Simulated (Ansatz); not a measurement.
FHOSi2 (SMILES F[SiH][O+]=[Si]) (charge +1, doublet)

Input

```
crystal:
  periodic: [false, false, false]
  atoms:
    - {symbol: F, position_ang: [-0.982721, -1.180601, 1.219994]}
    - {symbol: O, position_ang: [0.752420, -1.484473, -0.723289]}
    - {symbol: Si, position_ang: [-0.291361, -0.313720, 0.076706]}
    - {symbol: Si, position_ang: [1.747572, -2.548488, -1.312709]}
    - {symbol: H, position_ang: [-1.245187, 0.081914, -0.993121]}
basis:
  gaussian:
    orbitals: def2-TZVPD
total_charge: 1
magnetization:
  spin_polarized: true
  initial_magnetization: 1
hamiltonian:
  xc: {name: PBE0}
output:
  forces: true
  orbitals: {seedname: orbitals}
```

Run with:

```sh
ansatz run input.yaml --threads 1 --pin off --max-ram 2610MiB --events-out events.jsonl --progress --plain --runs-dir runs
```

Geometry: B3LYP/6-31G*.

These are results of isolated molecule in a Gaussian basis; Kohn-Sham density functional theory, functional PBE0 in Ansatz, not measurements.

Q: Predict the electron density, electron localisation function and spin density between the atoms.

A: Si–O (1.57 Å): ρ at the midpoint is about 1.3 e/Å³; the ELF peaks at about 0.85 between the atoms; a polar covalent bond.
Si–F (1.59 Å): ρ is about 1.2 e/Å³ halfway; the ELF peaks at about 0.85 in the valence shell of F, 0.6 Å from its nucleus, and is about 0.50 at the midpoint.
Si–O (1.76 Å): ρ at the midpoint is about 0.87 e/Å³; the ELF peaks at about 0.85 between the atoms; a shared but strongly polarised pair.
The unpaired spin (1 electron) lies mostly on Si3 (about 0.8) and H5 (about 0.1), in electrons by Hirshfeld's partition.

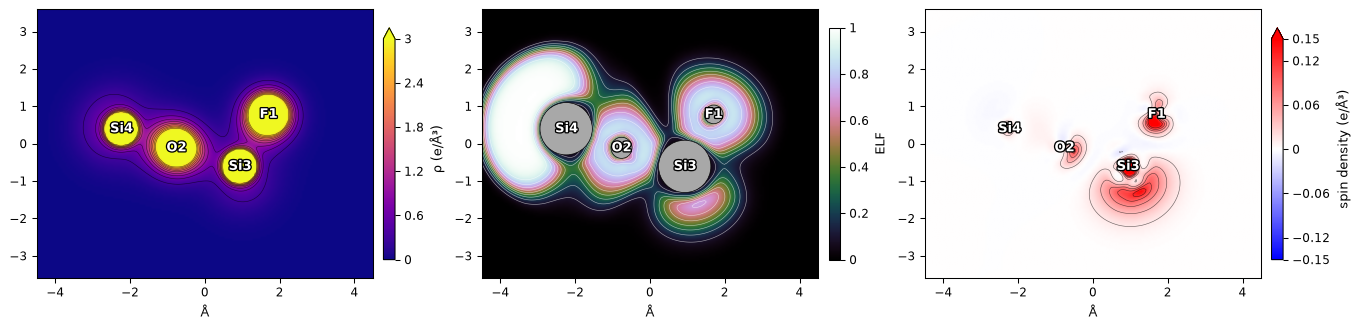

Computed electron density, electron localisation function and spin density on the plane of atoms F1, Si3 and O2, in this order. Grey discs cover the atomic cores in the ELF map. 
